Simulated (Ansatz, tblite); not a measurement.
# The cluster B2F: rung by rung

Aim: run the doublet of the cluster B2F at one geometry on many levels, and compare frontier levels, spin and run time.

Program: Ansatz 0.2.0, Gaussian basis. Level of theory: as each input shows. These are calculated values, not measurements.

Plan: GFN1-xTB, GFN2-xTB, PBE-D4/def2-TZVP, r2SCAN-D4/def2-TZVP, B97M-V/def2-TZVP, B3LYP-D4/def2-TZVP, LC-ωPBE/def2-TZVP, B2PLYP/def2-TZVP, HSE06-D4/def2-TZVP, PBE-D4/def2-SVP, PBE0-D4/def2-SVP, HF/STO-3G, PBE0-D4/def2-TZVPD, PBE-D4/def2-TZVPD, r2SCAN-D4/def2-TZVPD, CCSD(T)/def2-TZVPP, MP2/def2-TZVP, RPA/def2-TZVP, CCSD(T)/def2-TZVPD.

## 1. The structure

The geometry is that of the doublet, from an earlier relaxation (PBE0-D4/def2-TZVP). At that level it is the lowest of the isomers that a small search found.

3 atoms, charge 0, spin multiplicity 2.

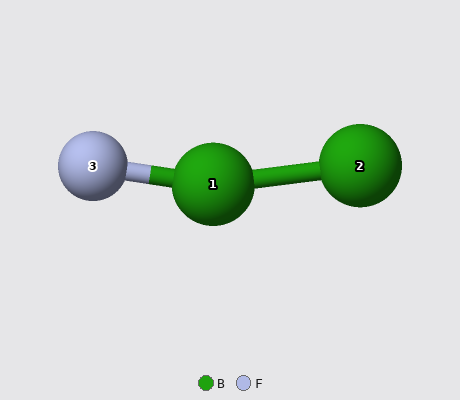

The geometry (boron green, fluorine light blue); atoms are numbered from 1 in the order of the file.

PBE0-D4/def2-TZVP was run before; its log isn't repeated, and its numbers join the tables.

## 2. GFN1-xTB

Tight binding, by tblite at 300 K electronic temperature and without a spin-polarisation term:

```python
tblite.interface.Calculator('GFN1-xTB', numbers, positions, charge=0, uhf=1).singlepoint()
```

Energy -212.5615 eV; 0.002 s.

## 3. GFN2-xTB

Tight binding, by tblite at 300 K electronic temperature and without a spin-polarisation term:

```python
tblite.interface.Calculator('GFN2-xTB', numbers, positions, charge=0, uhf=1).singlepoint()
```

Energy -190.8676 eV; 0.002 s.

## 4. PBE-D4/def2-TZVP

start.molden holds the orbitals of an earlier run on this state, given as this run's starting guess.

in.yaml reads:

```yaml
crystal:
  periodic: [false, false, false]
  atoms:
    - {symbol: B, position_ang: [-0.152483, -0.017738, 0.045834]}
    - {symbol: B, position_ang: [0.683741, -0.607174, -1.133244]}
    - {symbol: F, position_ang: [-0.531258, 0.624913, 1.087420]}
basis:
  gaussian: {orbitals: def2-TZVP, initial_orbitals: start.molden}
magnetization: {spin_polarized: true, initial_magnetization: 1}
hamiltonian: {xc: pbe, dispersion: d4}
scf: {omitted_lower_state_checks: [starts]}
output: {orbitals: {seedname: orbitals}}
```

Started as:

```bash
$ ansatz run in.yaml --threads 4 --pin off --events-out ev --progress --plain --max-ram 3916MiB
```

Output:

```text
Functional definition: PBE
  name "PBE"
  cite "Perdew, Burke & Ernzerhof, Phys. Rev. Lett. 77, 3865 (1996) doi:10.1103/PhysRevLett.77.3865"
  parent pbe
  parameter kappa = 0.804
  parameter beta = 0.06672455060314922
  exchange = pbe_x(kappa = kappa, mu = beta*pi^2/3)
  correlation = pbe_c(beta = beta)
these checks for a lower state are left out or cut short: starts
494 factors; their error is unknown
mean field evaluation 1: about -4061.7014 eV, gradient 4.7e0 eV
mean field evaluation 2: about -4061.7611 eV, gradient 8.4e-2 eV
mean field evaluation 4: about -4061.7584 eV, gradient 5.4e-3 eV
mean field evaluation 8: about -4061.7584 eV, gradient 7.9e-5 eV
mean field -4061.75840761 eV, -149.2668683211 hartree, gradient 2.9e-6 eV, S^2 1.630863; 0 other end points of the search recorded, 0 dependent functions left out
reference -4061.75844387 eV, -149.2668696536 hartree; 10, 9 occupied and 83, 84 virtual orbitals, 494 factors
Total energy: -4061.79674569 eV, -149.2682772193 hartree
Checks for a lower state left out: starts
```

It took 0.95 s on 4 threads of Arm Neoverse V1, shared host.

From the report: HOMO -5.44 eV, LUMO -4.39 eV (over both spins); ⟨S²⟩ 1.631 (pure: 0.75). Doubts: spin contamination.

## 5. r2SCAN-D4/def2-TZVP

in.yaml: that of step 4 with these lines changed.

```diff
@@ -9,4 +9,4 @@
 magnetization: {spin_polarized: true, initial_magnetization: 1}
-hamiltonian: {xc: pbe, dispersion: d4}
+hamiltonian: {xc: r2scan, dispersion: d4}
 scf: {omitted_lower_state_checks: [starts]}
-output: {orbitals: {seedname: orbitals}}
+output: {forces: true, orbitals: {seedname: orbitals}}
```

Launched as before.

Output, shortened:

```text
Functional definition: r2SCAN
  name "r2SCAN"
  cite "Furness, Kaplan, Ning, Perdew & Sun, J. Phys. Chem. Lett. 11, 8208 (2020) doi:10.1021/acs.jpclett.0c02405"
  cite "Furness, Kaplan, Ning, Perdew & Sun, J. Phys. Chem. Lett. 11, 9248 (2020) doi:10.1021/acs.jpclett.0c03077"
  parent r2scan
[...]
494 factors; their error is unknown
[...]
mean field -4064.72008191 eV, -149.3757078438 hartree, gradient 2.1e-6 eV, S^2 1.679074; 0 other end points of the search recorded, 0 dependent functions left out
[...]
reference -4064.72009615 eV, -149.3757083673 hartree; 10, 9 occupied and 83, 84 virtual orbitals, 494 factors
Total energy: -4064.72833175 eV, -149.3760110201 hartree
Atom 0 at    -0.152483    -0.017738     0.045834 Å, force     0.089414    -0.125768    -0.210837 eV/Å
Atom 1 at     0.683741    -0.607174    -1.133244 Å, force    -0.006311    -0.001686     0.000611 eV/Å
Atom 2 at    -0.531258     0.624913     1.087420 Å, force    -0.083103     0.127454     0.210227 eV/Å
Dipole moment:    -0.179182     0.055243     0.156648 e Å
Checks for a lower state left out: starts
```

It took 2.2 s on 4 threads of Arm Neoverse V1, shared host.

Report: HOMO -5.69 eV, LUMO -3.88 eV (over both spins); ⟨S²⟩ 1.679 (pure: 0.75). Doubts: spin contamination.

## 6. B97M-V/def2-TZVP

in.yaml: that of step 5 with these lines changed.

```diff
@@ -9,4 +9,4 @@
 magnetization: {spin_polarized: true, initial_magnetization: 1}
-hamiltonian: {xc: r2scan, dispersion: d4}
+hamiltonian: {xc: {name: B97M-V}}
 scf: {omitted_lower_state_checks: [starts]}
-output: {forces: true, orbitals: {seedname: orbitals}}
+output: {orbitals: {seedname: orbitals}}
```

The command is unchanged.

Output, shortened:

```text
Functional definition: B97M-V
  name "B97M-V"
  cite "Mardirossian & Head-Gordon, J. Chem. Phys. 142, 074111 (2015) doi:10.1063/1.4907719"
  cite "Becke, J. Chem. Phys. 107, 8554 (1997) doi:10.1063/1.475007"
  cite "Vydrov & Van Voorhis, J. Chem. Phys. 133, 244103 (2010) doi:10.1063/1.3521275"
  # Of w^i u^j: cxij and so on, Table III.
[...]
  gx(w, u) = cx00 + cx01*u + cx02*u^2 + (cx10 + cx11*u)*w
  gss(w, u) = css00 + css02*u^2 + css10*w + (css32*w^3 + css42*w^4)*u^2
  gos(w, u) = cos00 + cos01*u + cos03*u^3 + cos10*w + cos32*w^3*u^2
[...]
      + integral(e_c_pw_mod_opposite_spin*gos(b97_w_opposite, b97_u_opposite)) + vv10(b, c)
[...]
494 factors; their error is unknown
[...]
mean field -4066.13753067 eV, -149.4277981251 hartree, gradient 7.1e-6 eV, S^2 1.519196; 0 other end points of the search recorded, 0 dependent functions left out
reference -4066.13758027 eV, -149.4277999477 hartree; 10, 9 occupied and 83, 84 virtual orbitals, 494 factors
Total energy: -4066.13758027 eV, -149.4277999477 hartree
Checks for a lower state left out: starts
```

Wall time 3.3 s (4 threads of Arm Neoverse V1, shared host).

HOMO -5.44 eV, LUMO -4.44 eV (over both spins); ⟨S²⟩ 1.519 (pure: 0.75). Doubts: spin contamination.

## 7. B3LYP-D4/def2-TZVP

in.yaml: that of step 6 with these lines changed.

```diff
@@ -9,3 +9,3 @@
 magnetization: {spin_polarized: true, initial_magnetization: 1}
-hamiltonian: {xc: {name: B97M-V}}
+hamiltonian: {xc: {name: B3LYP}, dispersion: d4}
 scf: {omitted_lower_state_checks: [starts]}
```

The command is unchanged.

Output, shortened:

```text
Functional definition: B3LYP
  name "B3LYP"
  cite "Stephens, Devlin, Chabalowski & Frisch, J. Phys. Chem. 98, 11623 (1994) doi:10.1021/j100096a001"
  cite "Becke, Phys. Rev. A 38, 3098 (1988) doi:10.1103/PhysRevA.38.3098"
  cite "Lee, Yang & Parr, Phys. Rev. B 37, 785 (1988) doi:10.1103/PhysRevB.37.785"
  cite "Vosko, Wilk & Nusair, Can. J. Phys. 58, 1200 (1980) doi:10.1139/p80-159"
[...]
494 factors; their error is unknown
[...]
mean field -4066.70321314 eV, -149.4485865725 hartree, gradient 7.3e-6 eV, S^2 1.600803; 0 other end points of the search recorded, 0 dependent functions left out
reference -4066.70340945 eV, -149.4485937866 hartree; 10, 9 occupied and 83, 84 virtual orbitals, 494 factors
Total energy: -4066.76651128 eV, -149.4509127363 hartree
Checks for a lower state left out: starts
```

It took 1.1 s on 4 threads of Arm Neoverse V1, shared host.

From the report: HOMO -6.24 eV, LUMO -3.63 eV (over both spins); ⟨S²⟩ 1.601 (pure: 0.75). Doubts: spin contamination.

## 8. LC-ωPBE/def2-TZVP

in.yaml: that of step 7 with these lines changed.

```diff
@@ -9,3 +9,3 @@
 magnetization: {spin_polarized: true, initial_magnetization: 1}
-hamiltonian: {xc: {name: B3LYP}, dispersion: d4}
+hamiltonian: {xc: {name: LC-wPBE}}
 scf: {omitted_lower_state_checks: [starts]}
```

Launched as before.

Output, shortened:

```text
Functional definition: LC-wPBE
  name "LC-wPBE"
  cite "Vydrov & Scuseria, J. Chem. Phys. 125, 234109 (2006) doi:10.1063/1.2409292"
  cite "Heyd & Scuseria, J. Chem. Phys. 120, 7274 (2004) doi:10.1063/1.1668634"
  cite "Ernzerhof & Perdew, J. Chem. Phys. 109, 3313 (1998) doi:10.1063/1.476928"
  cite "Perdew, Burke & Ernzerhof, Phys. Rev. Lett. 77, 3865 (1996) doi:10.1103/PhysRevLett.77.3865"
  parent pbe
[...]
494 factors; their error is unknown
171 factors; integrals over basis functions are off by at most 5.3e-5 eV
[...]
mean field -4063.46998446 eV, -149.3297676101 hartree, gradient 5.3e-6 eV, S^2 1.686580; 0 other end points of the search recorded, 0 dependent functions left out
reference -4063.46998447 eV, -149.3297676104 hartree; 10, 9 occupied and 83, 84 virtual orbitals, 494 factors
Total energy: -4063.46998447 eV, -149.3297676104 hartree
Checks for a lower state left out: starts
```

It took 1.2 s on 4 threads of Arm Neoverse V1, shared host.

HOMO -8.97 eV, LUMO -0.75 eV (over both spins); ⟨S²⟩ 1.687 (pure: 0.75). Doubts: spin contamination.

## 9. B2PLYP/def2-TZVP

in.yaml: that of step 8 with these lines changed.

```diff
@@ -9,4 +9,3 @@
 magnetization: {spin_polarized: true, initial_magnetization: 1}
-hamiltonian: {xc: {name: LC-wPBE}}
+hamiltonian: {xc: {name: B2PLYP}}
 scf: {omitted_lower_state_checks: [starts]}
-output: {orbitals: {seedname: orbitals}}
```

Launched as before.

Output, shortened:

```text
Functional definition: B2PLYP
  name "B2PLYP"
  cite "Grimme, J. Chem. Phys. 124, 034108 (2006) doi:10.1063/1.2148954"
  cite "Becke, Phys. Rev. A 38, 3098 (1988) doi:10.1103/PhysRevA.38.3098"
  cite "Lee, Yang & Parr, Phys. Rev. B 37, 785 (1988) doi:10.1103/PhysRevB.37.785"
[...]
605 factors; integrals over basis functions are off by at most 9.7e-4 eV
[...]
mean field -4060.31893685 eV, -149.2139687463 hartree, gradient 1.7e-6 eV, S^2 1.650955; 0 other end points of the search recorded, 0 dependent functions left out
3 core orbitals not correlated: weight in the atoms' cores, before any rotation towards them, 1.000 or more for the frozen orbitals, at most 0.000 for the correlated occupied ones
reference -4060.31905894 eV, -149.2139732328 hartree; 7, 6 occupied and 83, 84 virtual orbitals, 605 factors
second order -12.23662145 eV of doubles, -0.00000000 eV of singles
Total energy: -4063.62294673 eV, -149.3353888697 hartree
Checks for a lower state left out: starts
```

Wall time 1.2 s (4 threads of Arm Neoverse V1, shared host).

Report: ⟨S²⟩ 1.651 (pure: 0.75). Doubts: spin contamination.

## 10. HSE06-D4/def2-TZVP

in.yaml: that of step 9 with these lines changed.

```diff
@@ -9,3 +9,4 @@
 magnetization: {spin_polarized: true, initial_magnetization: 1}
-hamiltonian: {xc: {name: B2PLYP}}
+hamiltonian: {xc: hse06, dispersion: d4}
 scf: {omitted_lower_state_checks: [starts]}
+output: {orbitals: {seedname: orbitals}}
```

Same command.

Output, shortened:

```text
Functional definition: HSE06
  name "HSE06"
  cite "Heyd, Scuseria & Ernzerhof, J. Chem. Phys. 118, 8207 (2003) doi:10.1063/1.1564060"
  cite "Krukau, Vydrov, Izmaylov & Scuseria, J. Chem. Phys. 125, 224106 (2006) doi:10.1063/1.2404663"
  cite "Heyd & Scuseria, J. Chem. Phys. 120, 7274 (2004) doi:10.1063/1.1668634"
  cite "Ernzerhof & Perdew, J. Chem. Phys. 109, 3313 (1998) doi:10.1063/1.476928"
  cite "Perdew, Burke & Ernzerhof, Phys. Rev. Lett. 77, 3865 (1996) doi:10.1103/PhysRevLett.77.3865"
  parent pbe
[...]
  # The whole range is PBE's own exchange, as in plane waves. The composition of these papers is wPBEh.
[...]
494 factors; their error is unknown
40 factors; integrals over basis functions are off by at most 1.9e-5 eV
[...]
mean field -4061.76064981 eV, -149.2669507203 hartree, gradient 8.8e-6 eV, S^2 1.647120; 0 other end points of the search recorded, 0 dependent functions left out
reference -4061.76068550 eV, -149.2669520319 hartree; 10, 9 occupied and 83, 84 virtual orbitals, 494 factors
Total energy: -4061.79004014 eV, -149.2680307951 hartree
Checks for a lower state left out: starts
```

Run time: 1.2 s. Hardware: 4 threads of Arm Neoverse V1, shared host.

Report: HOMO -6.07 eV, LUMO -3.69 eV (over both spins); ⟨S²⟩ 1.647 (pure: 0.75). Doubts: spin contamination.

## 11. PBE-D4/def2-SVP

in.yaml: that of step 10 with these lines changed.

```diff
@@ -7,5 +7,5 @@
 basis:
-  gaussian: {orbitals: def2-TZVP, initial_orbitals: start.molden}
+  gaussian: {orbitals: def2-SVP, initial_orbitals: start.molden}
 magnetization: {spin_polarized: true, initial_magnetization: 1}
-hamiltonian: {xc: hse06, dispersion: d4}
+hamiltonian: {xc: pbe, dispersion: d4}
 scf: {omitted_lower_state_checks: [starts]}
```

Launched as before.

Output:

```text
Functional definition: PBE
  name "PBE"
  cite "Perdew, Burke & Ernzerhof, Phys. Rev. Lett. 77, 3865 (1996) doi:10.1103/PhysRevLett.77.3865"
  parent pbe
  parameter kappa = 0.804
  parameter beta = 0.06672455060314922
  exchange = pbe_x(kappa = kappa, mu = beta*pi^2/3)
  correlation = pbe_c(beta = beta)
these checks for a lower state are left out or cut short: starts
456 factors; their error is unknown
mean field evaluation 1: about -4056.8512 eV, gradient 4.6e0 eV
mean field evaluation 2: about -4056.9684 eV, gradient 1.0e-1 eV
mean field evaluation 4: about -4056.9506 eV, gradient 2.2e-3 eV
mean field evaluation 8: about -4056.9506 eV, gradient 2.1e-5 eV
mean field -4056.95055438 eV, -149.0901829736 hartree, gradient 5.7e-6 eV, S^2 1.649344; 0 other end points of the search recorded, 0 dependent functions left out
reference -4056.95057943 eV, -149.0901838940 hartree; 10, 9 occupied and 32, 33 virtual orbitals, 456 factors
Total energy: -4056.98888124 eV, -149.0915914597 hartree
Checks for a lower state left out: starts
```

It took 0.55 s on 4 threads of Arm Neoverse V1, shared host.

From the report: HOMO -5.36 eV, LUMO -4.34 eV (over both spins); ⟨S²⟩ 1.649 (pure: 0.75). Doubts: spin contamination.

## 12. PBE0-D4/def2-SVP

in.yaml: that of step 11 with these lines changed.

```diff
@@ -9,3 +9,3 @@
 magnetization: {spin_polarized: true, initial_magnetization: 1}
-hamiltonian: {xc: pbe, dispersion: d4}
+hamiltonian: {xc: pbe0, dispersion: d4}
 scf: {omitted_lower_state_checks: [starts]}
```

The command is unchanged.

Output, shortened:

```text
Functional definition: PBE0
  name "PBE0"
  cite "Adamo & Barone, J. Chem. Phys. 110, 6158 (1999) doi:10.1063/1.478522"
  cite "Perdew, Burke & Ernzerhof, Phys. Rev. Lett. 77, 3865 (1996) doi:10.1103/PhysRevLett.77.3865"
  parent pbe
[...]
414 factors; integrals over basis functions are off by at most 1.2e-3 eV
[...]
mean field -4057.12798131 eV, -149.0967032930 hartree, gradient 9.1e-6 eV, S^2 1.666378; 0 other end points of the search recorded, 0 dependent functions left out
reference -4057.12800013 eV, -149.0967039847 hartree; 10, 9 occupied and 32, 33 virtual orbitals, 414 factors
Total energy: -4057.15962043 eV, -149.0978660094 hartree
Checks for a lower state left out: starts
```

Wall time 0.65 s (4 threads of Arm Neoverse V1, shared host).

HOMO -6.39 eV, LUMO -3.29 eV (over both spins); ⟨S²⟩ 1.666 (pure: 0.75). Doubts: spin contamination.

## 13. HF/STO-3G

in.yaml: that of step 12 with these lines changed.

```diff
@@ -7,5 +7,5 @@
 basis:
-  gaussian: {orbitals: def2-SVP, initial_orbitals: start.molden}
+  gaussian: {orbitals: STO-3G}
 magnetization: {spin_polarized: true, initial_magnetization: 1}
-hamiltonian: {xc: pbe0, dispersion: d4}
+hamiltonian: {xc: hf}
 scf: {omitted_lower_state_checks: [starts]}
```

Same command.

Output:

```text
Functional definition: HF
  name "HF"
  cite "Fock, Z. Phys. 61, 126 (1930) doi:10.1007/BF01340294"
  parent pbe
  exchange = exact_x
  correlation = 0
these checks for a lower state are left out or cut short: starts
199 factors; integrals over basis functions are off by at most 1.8e-4 eV
mean field evaluation 1: about -3986.3321 eV, gradient 1.2e1 eV
mean field evaluation 2: about -3986.3696 eV, gradient 1.2e1 eV
mean field evaluation 4: about -3987.6696 eV, gradient 1.9e0 eV
mean field evaluation 8: about -3987.8373 eV, gradient 1.1e-1 eV
mean field evaluation 16: about -3988.7453 eV, gradient 3.8e-2 eV
mean field evaluation 32: about -3988.7403 eV, gradient 5.4e-1 eV
mean field -3988.79170998 eV, -146.5853916417 hartree, gradient 8.2e-6 eV, S^2 1.606806; 1 other end points of the search recorded, 0 dependent functions left out
reference -3988.79170998 eV, -146.5853916417 hartree; 10, 9 occupied and 5, 6 virtual orbitals, 199 factors
Total energy: -3988.79170998 eV, -146.5853916417 hartree
Checks for a lower state left out: starts
```

It took 0.1 s on 4 threads of Arm Neoverse V1, shared host.

HOMO -5.36 eV, LUMO 5.93 eV (over both spins); ⟨S²⟩ 1.607 (pure: 0.75); the next solution that the search met lies 0.050 eV higher. Doubts: spin contamination.

## 14. PBE0-D4/def2-TZVPD

in.yaml: that of step 13 with these lines changed.

```diff
@@ -7,5 +7,5 @@
 basis:
-  gaussian: {orbitals: STO-3G}
+  gaussian: {orbitals: def2-TZVPD, initial_orbitals: start.molden}
 magnetization: {spin_polarized: true, initial_magnetization: 1}
-hamiltonian: {xc: hf}
+hamiltonian: {xc: pbe0, dispersion: d4}
 scf: {omitted_lower_state_checks: [starts]}
```

Launched as before.

Output:

```text
Functional definition: PBE0
  name "PBE0"
  cite "Adamo & Barone, J. Chem. Phys. 110, 6158 (1999) doi:10.1063/1.478522"
  cite "Perdew, Burke & Ernzerhof, Phys. Rev. Lett. 77, 3865 (1996) doi:10.1103/PhysRevLett.77.3865"
  parent pbe
  parameter a = 0.25
  parameter kappa = 0.804
  parameter beta = 0.06672455060314922
  exchange = (1 - a)*pbe_x(kappa = kappa, mu = beta*pi^2/3) + a*exact_x
  correlation = pbe_c(beta = beta)
these checks for a lower state are left out or cut short: starts
527 factors; their error is unknown
mean field evaluation 1: about -4061.9477 eV, gradient 2.4e0 eV
mean field evaluation 2: about -4061.9609 eV, gradient 2.1e-2 eV
mean field evaluation 4: about -4061.9725 eV, gradient 6.5e-5 eV
mean field evaluation 8: about -4061.9725 eV, gradient 1.9e-5 eV
mean field -4061.97249068 eV, -149.2747357285 hartree, gradient 1.9e-6 eV, S^2 1.648521; 0 other end points of the search recorded, 0 dependent functions left out
reference -4061.97252244 eV, -149.2747368959 hartree; 10, 9 occupied and 104, 105 virtual orbitals, 527 factors
Total energy: -4062.00414275 eV, -149.2758989206 hartree
Checks for a lower state left out: starts
```

Run time: 1.4 s. Hardware: 4 threads of Arm Neoverse V1, shared host.

From the report: HOMO -6.48 eV, LUMO -3.30 eV (over both spins); ⟨S²⟩ 1.649 (pure: 0.75). Doubts: spin contamination.

## 15. PBE-D4/def2-TZVPD

in.yaml: that of step 14 with these lines changed.

```diff
@@ -9,3 +9,3 @@
 magnetization: {spin_polarized: true, initial_magnetization: 1}
-hamiltonian: {xc: pbe0, dispersion: d4}
+hamiltonian: {xc: pbe, dispersion: d4}
 scf: {omitted_lower_state_checks: [starts]}
```

Launched as before.

Output:

```text
Functional definition: PBE
  name "PBE"
  cite "Perdew, Burke & Ernzerhof, Phys. Rev. Lett. 77, 3865 (1996) doi:10.1103/PhysRevLett.77.3865"
  parent pbe
  parameter kappa = 0.804
  parameter beta = 0.06672455060314922
  exchange = pbe_x(kappa = kappa, mu = beta*pi^2/3)
  correlation = pbe_c(beta = beta)
these checks for a lower state are left out or cut short: starts
527 factors; their error is unknown
mean field evaluation 1: about -4061.6999 eV, gradient 5.6e0 eV
mean field evaluation 2: about -4061.7754 eV, gradient 1.0e-1 eV
mean field evaluation 4: about -4061.7742 eV, gradient 5.7e-3 eV
mean field evaluation 8: about -4061.7742 eV, gradient 2.0e-5 eV
mean field evaluation 16: about -4061.7742 eV, gradient 1.9e-6 eV
mean field -4061.77416515 eV, -149.2674473999 hartree, gradient 1.9e-6 eV, S^2 1.630748; 0 other end points of the search recorded, 0 dependent functions left out
reference -4061.77420735 eV, -149.2674489506 hartree; 10, 9 occupied and 104, 105 virtual orbitals, 527 factors
Total energy: -4061.81250916 eV, -149.2688565162 hartree
Checks for a lower state left out: starts
```

It took 1.3 s on 4 threads of Arm Neoverse V1, shared host.

Report: HOMO -5.46 eV, LUMO -4.40 eV (over both spins); ⟨S²⟩ 1.631 (pure: 0.75). Doubts: spin contamination.

## 16. r2SCAN-D4/def2-TZVPD

in.yaml: that of step 15 with these lines changed.

```diff
@@ -9,3 +9,3 @@
 magnetization: {spin_polarized: true, initial_magnetization: 1}
-hamiltonian: {xc: pbe, dispersion: d4}
+hamiltonian: {xc: r2scan, dispersion: d4}
 scf: {omitted_lower_state_checks: [starts]}
```

Launched as before.

Output, shortened:

```text
Functional definition: r2SCAN
  name "r2SCAN"
  cite "Furness, Kaplan, Ning, Perdew & Sun, J. Phys. Chem. Lett. 11, 8208 (2020) doi:10.1021/acs.jpclett.0c02405"
  cite "Furness, Kaplan, Ning, Perdew & Sun, J. Phys. Chem. Lett. 11, 9248 (2020) doi:10.1021/acs.jpclett.0c03077"
  parent r2scan
[...]
527 factors; their error is unknown
[...]
mean field -4064.73243372 eV, -149.3761617644 hartree, gradient 8.0e-6 eV, S^2 1.679586; 0 other end points of the search recorded, 0 dependent functions left out
reference -4064.73245129 eV, -149.3761624104 hartree; 10, 9 occupied and 104, 105 virtual orbitals, 527 factors
Total energy: -4064.74068689 eV, -149.3764650631 hartree
Checks for a lower state left out: starts
```

Run time: 2.8 s. Hardware: 4 threads of Arm Neoverse V1, shared host.

Report: HOMO -5.69 eV, LUMO -3.88 eV (over both spins); ⟨S²⟩ 1.680 (pure: 0.75). Doubts: spin contamination.

(Part 1 of 2 ends here.)
